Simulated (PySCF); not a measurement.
Molecule: C₅H₅NO, SMILES C=Cc1cnoc1.

```xyz
12

C     -2.0037     0.5880    -0.2171
C     -1.1304    -0.2249     0.3629
C      0.2959    -0.1995     0.1283
C      1.0662     0.6439    -0.7231
N      2.3307     0.3498    -0.6552
O      2.4619    -0.6737     0.2188
C      1.2578    -1.0043     0.6873
H     -3.0568     0.5248    -0.0056
H     -1.7005     1.3436    -0.9216
H     -1.4617    -0.9760     1.0676
H      0.7344     1.4346    -1.3640
H      1.2076    -1.8070     1.3958
```

GIAO shifts, PBE0/pcSseg-1, PySCF 2.14.0, at a GFN2-xTB geometry (no frequency check), against TMS for ¹³C, TMS for ¹H and NH₃ for ¹⁵N computed at the same level (¹⁵N: a single molecule, while the usual scales start at liquid NH₃ or nitromethane; multiply bonded nitrogen can come out tens of ppm too deshielded). Gas phase, fully decoupled, line heights follow the number of nuclei, widths are arbitrary (no quadrupolar broadening); values of one conformer, averaged over methyl-type rotors and exact or near symmetry; other conformers aren't averaged in.

### Which ¹³C signals does it give?

5 signals.


```csv
δ (ppm),nuclei,atoms
162.9,1,C7
149.9,1,C4
131.3,1,C2
127.8,1,C3
120.8,1,C1
```

### How many ¹H lines appear, and where?

5 signals.


```csv
δ (ppm),nuclei,atoms
8.64,1,H11
8.47,1,H12
6.84,1,H10
6.04,1,H9
5.61,1,H8
```

### Which ¹⁵N signals does it give?

1 signal.


```tsv
δ (ppm)	nuclei	atoms
425.7	1	N5
```

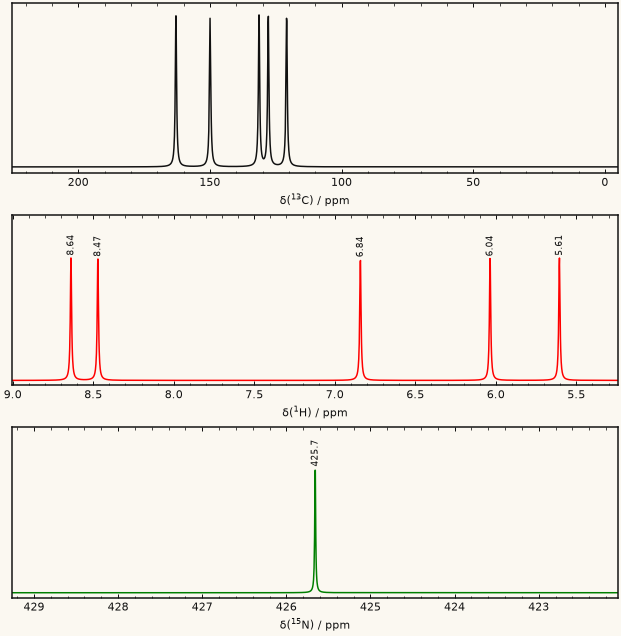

Caveats: the tight-binding geometry is rougher than a DFT one and adds to the error.
